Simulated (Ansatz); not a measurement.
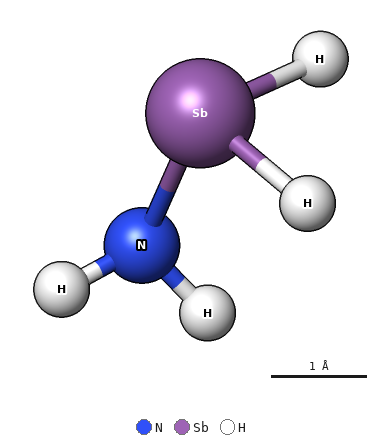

Fig. 1: The structure (ball-and-stick view, seen at a tilt). Sticks mark near contacts. Bond lengths as drawn: H–N 1.01 Å, H–Sb 1.71 to 1.72 Å and N–Sb 2.04 Å.

## Single-point calculation of SbNH₄ (charge +1)

System: SbNH₄, charge +1, multiplicity 2.
Method: ROKS wB97M-V/def2-SVPD (Ansatz 0.2.0).

The geometry comes from this level: PBE0-D4/def2-TZVP.

**Input file**
```yaml
crystal:
  periodic: [false, false, false]
  atoms:
    - {symbol: N, position_ang: [-0.061587, -0.994719, 0.364027]}
    - {symbol: Sb, position_ang: [0.632717, 0.919303, 0.335397]}
    - {symbol: H, position_ang: [-0.745015, -1.194895, -0.354421]}
    - {symbol: H, position_ang: [0.695694, -1.659231, 0.270756]}
    - {symbol: H, position_ang: [0.422740, 1.273762, -1.338326]}
    - {symbol: H, position_ang: [-0.902349, 1.591880, 0.676466]}
basis:
  gaussian: {orbitals: def2-SVPD}
total_charge: 1
magnetization: {spin_polarized: false, initial_magnetization: 1}
hamiltonian: {xc: {name: wB97M-V}}
```

Launch command:
```bash
ansatz run in.yaml --threads 2 --pin off --events-out ev --progress --plain --max-ram 4352MiB
```

**The program's output**
```
Functional definition: wB97M-V
  name "wB97M-V"
  cite "Mardirossian & Head-Gordon, J. Chem. Phys. 144, 214110 (2016) doi:10.1063/1.4952647"
  cite "Becke, J. Chem. Phys. 107, 8554 (1997) doi:10.1063/1.475007"
  cite "Vydrov & Van Voorhis, J. Chem. Phys. 133, 244103 (2010) doi:10.1063/1.3521275"
  # Of w^i u^j: cxij and so on, Table III.
  parameter omega = 0.3/bohr
  parameter cx = 0.15
  parameter cx01 = 1.007
  parameter cx10 = 0.259
  parameter css00 = 0.443
  parameter css04 = -1.437
  parameter css10 = -4.535
  parameter css20 = -3.390
  parameter css43 = 4.278
  parameter cos00 = 1.000
  parameter cos10 = 1.358
  parameter cos20 = 2.924
  parameter cos21 = -8.812
  parameter cos60 = -1.390
  parameter cos61 = 9.142
  parameter b = 6.0
  parameter c = 0.01
  gx(w, u) = 1 - cx + cx01*u + cx10*w
  gss(w, u) = css00 + css04*u^4 + css10*w + css20*w^2 + css43*w^4*u^3
  gos(w, u) = cos00 + cos10*w + (cos20 + cos21*u)*w^2 + (cos60 + cos61*u)*w^6
  exchange = spin_sum(e_x_unif_sr(omega)*gx(b97_w, b97_u_x)) + cx*exact_x_sr(omega) + exact_x_lr(omega)
  correlation = spin_sum(e_c_pw_mod_same_spin*gss(b97_w, b97_u_same))
      + integral(e_c_pw_mod_opposite_spin*gos(b97_w_opposite, b97_u_opposite)) + vv10(b, c)
813 factors; their error is unknown
301 factors; integrals over basis functions are off by at most 6.3e-6 eV
mean field evaluation 1: about -8067.9933 eV, gradient 7.1e1 eV
mean field evaluation 2: about -8045.0034 eV, gradient 1.0e2 eV
mean field evaluation 4: about -8079.3573 eV, gradient 4.0e0 eV
mean field evaluation 8: about -8079.4180 eV, gradient 1.8e-1 eV
mean field evaluation 16: about -8079.4656 eV, gradient 5.1e-3 eV
mean field evaluation 32: about -8079.4656 eV, gradient 1.7e-5 eV
mean field evaluation 64: about -8079.3799 eV, gradient 1.3e-1 eV
mean field -8079.46557179 eV, -296.9148833049 hartree, gradient 1.7e-5 eV, S^2 0.750000; 4 other end points of the search recorded, 0 dependent functions left out
reference -8079.46561142 eV, -296.9148847611 hartree; 17, 16 occupied and 67, 68 virtual orbitals, 813 factors
Total energy: -8079.46561142 eV, -296.9148847611 hartree
```

**Results in brief**

| quantity | value |
| --- | --- |
| outcome | converged |
| total energy | −8079.4656 eV |
| ⟨S²⟩ | 0.750 |
| SCF solution under orbital rotations | stable |
| hardware | 2 threads of Intel Xeon, 15 GiB of memory available, shared host |
| wall time | 15 s (CPU time 28 s) |
| peak memory | 0.4 GiB |
